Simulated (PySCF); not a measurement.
HNO (nitroxyl)

```yaml
atoms:
  - { symbol: N, position_ang: [-0.0523, 0.4167, -0.0028] }
  - { symbol: O, position_ang: [0.9730, -0.2086, -0.0115] }
  - { symbol: H, position_ang: [-0.9092, -0.2106, 0.0018] }
```

Geometry: GFN2-xTB.

The calculation used PBE0/pcSseg-1, SCF density, gas phase, non-relativistic (PySCF).

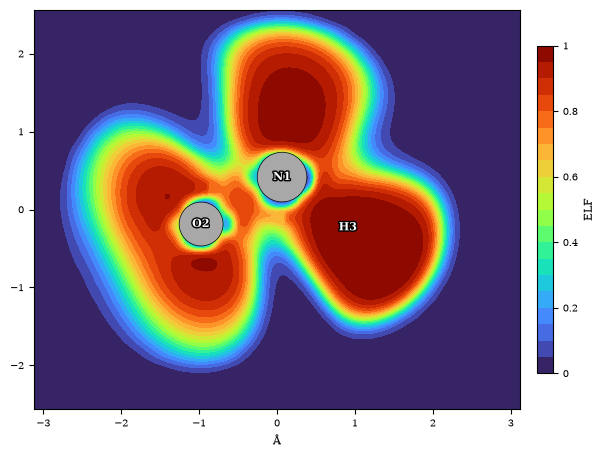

Figure 1. Electron localisation function on the molecular plane. Grey discs cover the atomic cores.

> Describe what can be read from this map.

The section cuts through N, O and H sites.
N–O (1.20 Å): the ELF peaks at about 0.85 between the atoms, as expected for a covalent bond.
N–H (1.06 Å): the ELF climbs to about 1 towards the hydrogen, as it does in any bond to H: an ordinary covalent bond to hydrogen.
The ELF also peaks beside O2 and N1, away from the bonds: lone-pair regions.

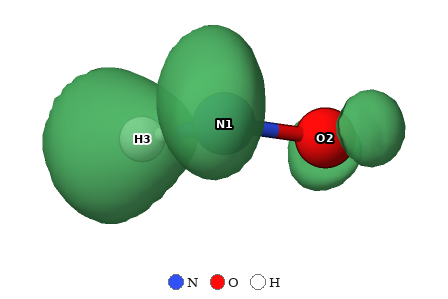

Figure 2. Isosurface of the ELF at 0.9 (green), seen from one side. Only the valence region is drawn (cores and ρ < 0.01 e/Å³ removed).

> What do the ELF domains correspond to?

The surface consists of one region around a hydrogen nucleus, one lobe on N, pointing away from the bonds (lone pairs) and two lobes on O, pointing away from the bonds (lone pairs, which may merge into one lobe).

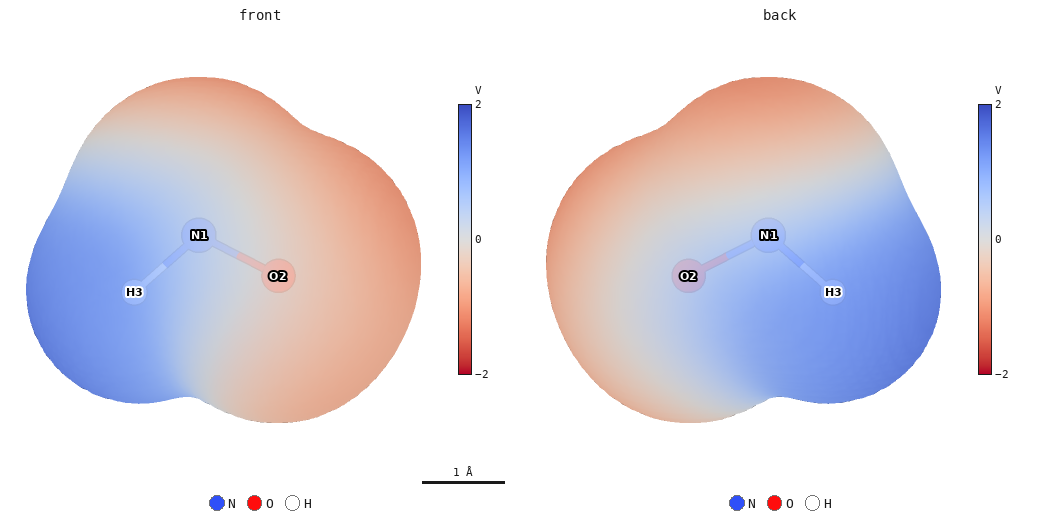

Figure 3. The molecular electrostatic potential painted on the density surface at 0.001 e/bohr³, seen from the front and from behind; the colour scale runs from red (negative) to blue (positive).

> Describe the electrostatic potential map.

The most negative region (about −1.0 V) lies over N1 and O2, the most positive (about +1.5 V) over H3.

> What dipole moment does the calculation give?

Its dipole moment is 1.86 D.
